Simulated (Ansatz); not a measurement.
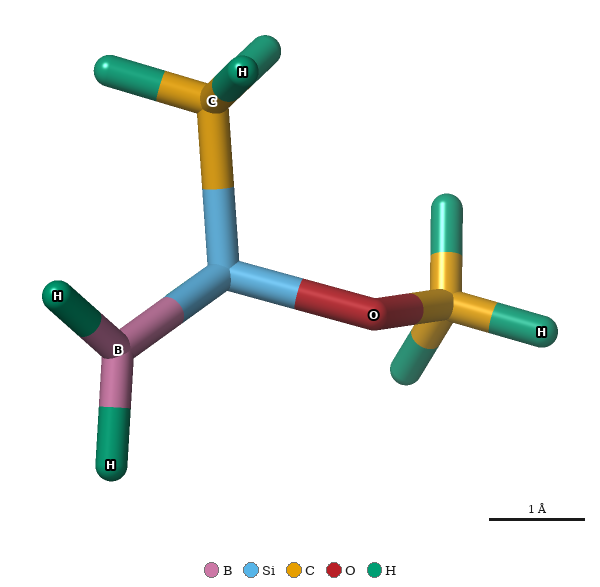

The starting structure (stick view, seen at a tilt). Bond lengths as drawn: B–H 1.14 to 1.23 Å, B–Si 1.92 Å, C–H 1.05 to 1.14 Å, C–O 1.42 Å, C–Si 1.84 Å, H–Si 1.50 Å and O–Si 1.66 Å.

**Geometry relaxation of C₂H₉BOSi (part 1 of 2)**

- system: C₂H₉BOSi, SMILES B[SiH](C)OC
- method: RKS PBE-D4/def2-SVP (Ansatz 0.2.0)

The geometry: force-field start. Figures and captions count atoms from 1; the log counts them from 0 in places.

The program's output
```
Functional definition: PBE
  name "PBE"
  cite "Perdew, Burke & Ernzerhof, Phys. Rev. Lett. 77, 3865 (1996) doi:10.1103/PhysRevLett.77.3865"
  parent pbe
  parameter kappa = 0.804
  parameter beta = 0.06672455060314922
  exchange = pbe_x(kappa = kappa, mu = beta*pi^2/3)
  correlation = pbe_c(beta = beta)
1331 factors; their error is unknown
mean field evaluation 1: about -12791.8437 eV, gradient 7.1e1 eV
mean field evaluation 2: about -12732.2667 eV, gradient 1.5e2 eV
mean field evaluation 4: about -12803.5140 eV, gradient 1.0e1 eV
mean field evaluation 8: about -12803.8781 eV, gradient 2.6e-1 eV
mean field evaluation 16: about -12803.8129 eV, gradient 4.1e-4 eV
mean field -12803.81291025 eV, -470.5314457157 hartree, gradient 4.8e-5 eV, S^2 0.000000; 0 other end points of the search recorded, 0 dependent functions left out
the calculation of the forces begins
reference -12803.81294979 eV, -470.5314471686 hartree; 24, 24 occupied and 95, 95 virtual orbitals, 1331 factors
relax step   1: F+E_penalty+E_count = -12804.08900981 eV  Δ(F+E_penalty+E_count) = +0.000e0 eV  max|allowed force component| = 2.044e0 eV/Å  Δτ_max = 0.0000 Å  (28 SCF iters, accepted)
these checks for a lower state are left out or cut short: starts, cluster_reference, orbital_swaps, neighbouring_geometries, increment
1331 factors; their error is unknown
mean field -12804.27800851 eV, -470.5485377612 hartree, gradient 9.7e-6 eV, S^2 0.000000; 0 other end points of the search recorded, 0 dependent functions left out
[... from here on the field's lines of each further geometry are left out, up to the last ...]
relax step   2: F+E_penalty+E_count = -12804.54690792 eV  Δ(F+E_penalty+E_count) = -4.579e-1 eV  max|allowed force component| = 7.706e-1 eV/Å  Δτ_max = 0.1851 Å  (28 SCF iters, accepted)
relax step   3: F+E_penalty+E_count = -12804.61212382 eV  Δ(F+E_penalty+E_count) = -6.522e-2 eV  max|allowed force component| = 4.928e-1 eV/Å  Δτ_max = 0.1179 Å  (29 SCF iters, accepted)
relax step   4: F+E_penalty+E_count = -12804.61630026 eV  Δ(F+E_penalty+E_count) = -4.176e-3 eV  max|allowed force component| = 3.462e-1 eV/Å  Δτ_max = 0.1447 Å  (28 SCF iters, accepted)
relax step   5: F+E_penalty+E_count = -12804.66276921 eV  Δ(F+E_penalty+E_count) = -4.647e-2 eV  max|allowed force component| = 1.713e-1 eV/Å  Δτ_max = 0.2000 Å  (29 SCF iters, accepted)
relax step   6: F+E_penalty+E_count = -12804.67802461 eV  Δ(F+E_penalty+E_count) = -1.526e-2 eV  max|allowed force component| = 1.208e-1 eV/Å  Δτ_max = 0.1999 Å  (29 SCF iters, accepted)
relax step   7: F+E_penalty+E_count = -12804.68542369 eV  Δ(F+E_penalty+E_count) = -7.399e-3 eV  max|allowed force component| = 7.581e-2 eV/Å  Δτ_max = 0.1579 Å  (27 SCF iters, accepted)
relax step   8: F+E_penalty+E_count = -12804.68702570 eV  Δ(F+E_penalty+E_count) = -1.602e-3 eV  max|allowed force component| = 2.479e-2 eV/Å  Δτ_max = 0.0509 Å  (29 SCF iters, accepted)
relax step   9: F+E_penalty+E_count = -12804.68749363 eV  Δ(F+E_penalty+E_count) = -4.679e-4 eV  max|allowed force component| = 1.241e-1 eV/Å  Δτ_max = 0.0895 Å  (29 SCF iters, accepted)
relax step  10: F+E_penalty+E_count = -12804.68711988 eV  Δ(F+E_penalty+E_count) = +3.737e-4 eV  max|allowed force component| = 1.304e-1 eV/Å  Δτ_max = 0.0276 Å  (29 SCF iters, rejected (line search))
relax step  11: F+E_penalty+E_count = -12804.68842299 eV  Δ(F+E_penalty+E_count) = -9.294e-4 eV  max|allowed force component| = 6.462e-2 eV/Å  Δτ_max = 0.0138 Å  (31 SCF iters, accepted)
relax step  12: F+E_penalty+E_count = -12804.68894201 eV  Δ(F+E_penalty+E_count) = -5.190e-4 eV  max|allowed force component| = 9.703e-3 eV/Å  Δτ_max = 0.0247 Å  (30 SCF iters, accepted)
relax step  13: F+E_penalty+E_count = -12804.68914219 eV  Δ(F+E_penalty+E_count) = -2.002e-4 eV  max|allowed force component| = 1.181e-2 eV/Å  Δτ_max = 0.0320 Å  (30 SCF iters, accepted)
the calculation of the forces begins
reference -12804.42273421 eV, -470.5538563326 hartree; 24, 24 occupied and 95, 95 virtual orbitals, 1331 factors
relax step  14: F+E_penalty+E_count = -12804.68922944 eV  Δ(F+E_penalty+E_count) = -8.726e-5 eV  max|allowed force component| = 1.683e-2 eV/Å  Δτ_max = 0.0327 Å  (30 SCF iters, accepted)
1331 factors; their error is unknown
mean field evaluation 128: about -12804.4227 eV, gradient 9.3e-4 eV
```

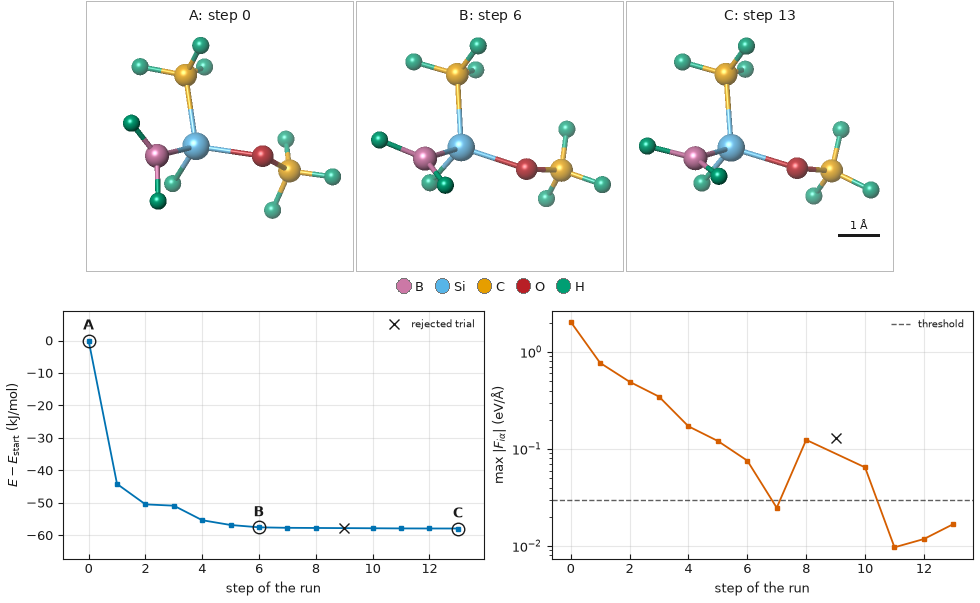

Frames of the relaxation (ball-and-stick view, seen at a tilt) above the curves, on which the letters mark them (the first geometry is step 0 here and step 1 in the log).

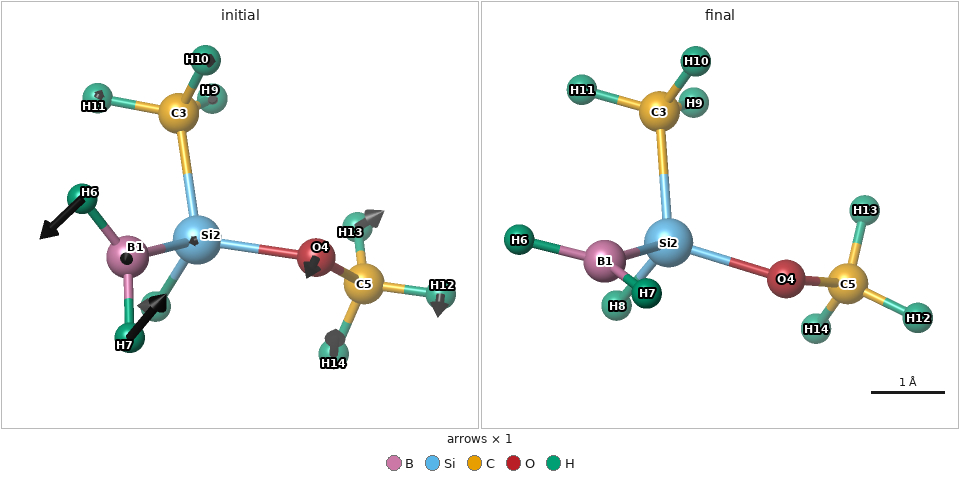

Before (left) and after (right) the relaxation, at one scale (ball-and-stick view, seen at a tilt). The black arrows give the displacements, at true length. After 13 geometry steps the energy has fallen by 57.9 kJ/mol. Largest force component: 2 eV/Å at the start, 0.017 eV/Å at the end. The line search rejected the trial step at point 9 (counted from 0) and went back. The atom that moves furthest after the best rigid fit is H7 (0.99 Å). By element the largest moves are H 0.99 Å, O 0.34 Å, B 0.17 Å, Si 0.12 Å, C 0.06 Å. Distances before and after: B1–Si2 1.917 → 2.007 Å, B1–H6 1.138 → 1.219 Å, C5–H13 1.053 → 1.116 Å, Si2–C3 1.840 → 1.899 Å. Among the angles that change: Si2–O4–C5 112.6° → 122.8°, Si2–B1–H6 125.0° → 119.0°, Si2–B1–H7 118.0° → 123.6°. (Atoms are counted from 1 in the order of the input.)

```
mean field -12804.42269335 eV, -470.5538548314 hartree, gradient 2.1e-5 eV, S^2 0.000000; 1 other end points of the search recorded, 0 dependent functions left out
the calculation of the forces begins
reference -12804.42273421 eV, -470.5538563326 hartree; 24, 24 occupied and 95, 95 virtual orbitals, 1331 factors
Total energy: -12804.68927029 eV, -470.5636513532 hartree
Atom 0 at    -0.434547     1.480867     1.929936 Å, force    -0.016775     0.002839    -0.004230 eV/Å
Atom 1 at     0.109803     0.577689     0.222395 Å, force     0.006681    -0.006089     0.007579 eV/Å
Atom 2 at     1.511085    -0.671056     0.511433 Å, force    -0.007272    -0.003281    -0.003389 eV/Å
Atom 3 at    -1.240790    -0.171654    -0.470801 Å, force    -0.003713    -0.002887    -0.005829 eV/Å
Atom 4 at    -1.207626    -0.778475    -1.743783 Å, force    -0.000426    -0.002517    -0.000004 eV/Å
Atom 5 at     0.406152     2.084317     2.573975 Å, force     0.000407     0.001290     0.003039 eV/Å
Atom 6 at    -1.569597     1.465476     2.368331 Å, force     0.016830    -0.001914    -0.003982 eV/Å
Atom 7 at     0.634356     1.627943    -0.745612 Å, force    -0.000473     0.002210     0.000065 eV/Å
Atom 8 at     1.815587    -1.150452    -0.441535 Å, force     0.000292     0.001844     0.002401 eV/Å
Atom 9 at     1.200033    -1.469702     1.214679 Å, force     0.002846     0.001074    -0.000533 eV/Å
Atom 10 at     2.400208    -0.160224     0.934534 Å, force     0.000127     0.000900     0.000185 eV/Å
Atom 11 at    -2.237922    -1.085222    -2.022790 Å, force     0.008083     0.002611     0.002268 eV/Å
Atom 12 at    -0.566885    -1.692500    -1.765929 Å, force    -0.004716     0.007748    -0.000056 eV/Å
Atom 13 at    -0.832856    -0.086106    -2.536033 Å, force    -0.001891    -0.003827     0.002486 eV/Å
Dipole moment:     0.194213    -0.141043    -0.101789 e Å
```

Trajectory as extended XYZ (Å, eV, eV/Å), 14 frames, from step=1 to step=14
```
14
Properties=species:S:1:pos:R:3:forces:R:3 step=1 energy=-12804.08901
B    -0.3480    1.4040    1.8111   -2.0440   1.4650  -0.6074
Si    0.0593    0.4682    0.1881    0.8147  -0.2930  -0.0312
C     1.4921   -0.6357    0.5274    0.9080   0.2668   1.7711
O    -1.2211   -0.4778   -0.2986   -0.7418  -0.0710  -0.2813
C    -1.1978   -0.7527   -1.6913   -1.3187   1.4400   0.8157
H     0.2240    1.2960    2.7884    1.1306  -0.1898   1.8293
H    -1.2715    2.2135    1.7927    0.1098  -0.1210   0.1717
H     0.4608    1.4558   -0.8670   -0.0435   0.2264  -0.2771
H     1.8154   -1.1625   -0.3407    0.5907  -0.9237  -1.1618
H     1.2552   -1.3674    1.3532    0.0457   0.3185  -0.5099
H     2.3704   -0.0213    0.9080   -0.5626  -0.3708  -0.3128
H    -2.0445   -1.3655   -1.9562   -0.9229  -0.6091  -0.2051
H    -0.3258   -1.2903   -1.9368    1.8603  -0.9535  -0.8576
H    -1.2815    0.2066   -2.2495    0.1737  -0.1847  -0.3437
14
Properties=species:S:1:pos:R:3:forces:R:3 step=2 energy=-12804.54691
B    -0.4391    1.4979    1.8711   -0.5667   0.2752  -0.0294
Si    0.0922    0.4661    0.2565    0.1828   0.0284  -0.2263
C     1.5515   -0.6876    0.4792    0.3276   0.0632   0.7706
O    -1.2423   -0.3916   -0.3135   -0.2064  -0.0965  -0.5827
C    -1.2044   -0.7595   -1.6958   -0.4789   0.5087   0.4420
H     0.1673    1.4359    2.8955    0.3759   0.0260   0.5291
H    -1.3903    2.2672    1.8618    0.0792  -0.1367  -0.0740
H     0.4754    1.4857   -0.7963    0.0624   0.1504  -0.0629
H     1.8677   -1.2113   -0.4315    0.0356  -0.1585  -0.3260
H     1.3195   -1.4446    1.2647    0.0423   0.0553  -0.1688
H     2.4292   -0.1027    0.8543   -0.1838  -0.1177  -0.1189
H    -2.0997   -1.3586   -1.9300   -0.2069  -0.1310  -0.0127
H    -0.3230   -1.3703   -1.9277    0.4535  -0.2608  -0.2252
H    -1.2170    0.1442   -2.3596    0.0833  -0.2060   0.0852
14
Properties=species:S:1:pos:R:3:forces:R:3 step=3 energy=-12804.61212
B    -0.4639    1.4874    1.9194    0.2106   0.1681   0.0555
Si    0.1097    0.4897    0.2546   -0.1204   0.0264   0.0703
C     1.5682   -0.6885    0.4875    0.0170  -0.0949  -0.0321
O    -1.2550   -0.3182   -0.3583    0.1992  -0.0824  -0.4928
C    -1.2220   -0.7766   -1.7129   -0.1086   0.1119   0.2304
H     0.2138    1.5250    2.9432   -0.1260  -0.0393  -0.1736
H    -1.4477    2.2045    1.8845   -0.0580  -0.1136   0.0427
H     0.5170    1.5555   -0.7609    0.0439  -0.0115   0.0834
H     1.8754   -1.1875   -0.4564   -0.0318   0.0392   0.0502
H     1.3298   -1.4758    1.2328   -0.0157   0.0131  -0.0316
H     2.4435   -0.1230    0.8694    0.0107   0.0257  -0.0095
H    -2.1621   -1.3385   -1.9154    0.1245   0.0692   0.0029
H    -0.3596   -1.4612   -1.9197   -0.1255   0.0751   0.0496
H    -1.1601    0.0781   -2.4390   -0.0197  -0.1870   0.1547
14
Properties=species:S:1:pos:R:3:forces:R:3 step=4 energy=-12804.61630
B    -0.4400    1.5357    1.9069   -0.3354  -0.3289   0.2547
Si    0.1308    0.5179    0.2466   -0.1128   0.2272   0.0193
C     1.5710   -0.6891    0.4798   -0.0726  -0.0974  -0.1426
O    -1.2486   -0.2593   -0.3827    0.2799  -0.0522  -0.3082
C    -1.2263   -0.7826   -1.7093    0.0251   0.0188   0.1656
H     0.2225    1.5558    2.9437   -0.0418   0.1609  -0.2907
H    -1.5359    2.0992    1.9303    0.3462  -0.0600  -0.0419
H     0.5766    1.5975   -0.7397    0.0347  -0.0723   0.0157
H     1.8684   -1.1804   -0.4735   -0.0414   0.0685   0.1012
H     1.3137   -1.4839    1.2086   -0.0064  -0.0015   0.0089
H     2.4533   -0.1418    0.8674    0.0350   0.0376   0.0172
H    -2.1885   -1.3137   -1.8935    0.1384   0.0761   0.0003
H    -0.3903   -1.5148   -1.8821   -0.2060   0.1482   0.0902
H    -1.1197    0.0303   -2.4737   -0.0426  -0.1250   0.1102
14
Properties=species:S:1:pos:R:3:forces:R:3 step=5 energy=-12804.66277
B    -0.4595    1.4981    1.9251    0.1561  -0.0467   0.0745
Si    0.1235    0.5578    0.2375   -0.0878  -0.1713   0.1167
C     1.5384   -0.6799    0.4871   -0.0500   0.0653  -0.0229
O    -1.2302   -0.2018   -0.4451    0.0649   0.0400  -0.1004
C    -1.2190   -0.7939   -1.7292   -0.0449  -0.0045   0.0634
H     0.3487    1.6659    2.8344   -0.1480   0.0437  -0.1413
H    -1.5772    1.9607    2.0644    0.0334  -0.0351   0.0091
H     0.6392    1.6370   -0.6956    0.0296   0.0954  -0.0671
H     1.8558   -1.1473   -0.4671   -0.0055   0.0005   0.0015
H     1.2599   -1.4852    1.1952   -0.0201  -0.0149   0.0044
H     2.4102   -0.1389    0.9071    0.0551  -0.0060   0.0143
H    -2.1988   -1.2902   -1.8955    0.0185   0.0033  -0.0180
H    -0.4252   -1.5714   -1.8482   -0.0182   0.0381   0.0322
H    -1.0788   -0.0401   -2.5412    0.0168  -0.0078   0.0334
```
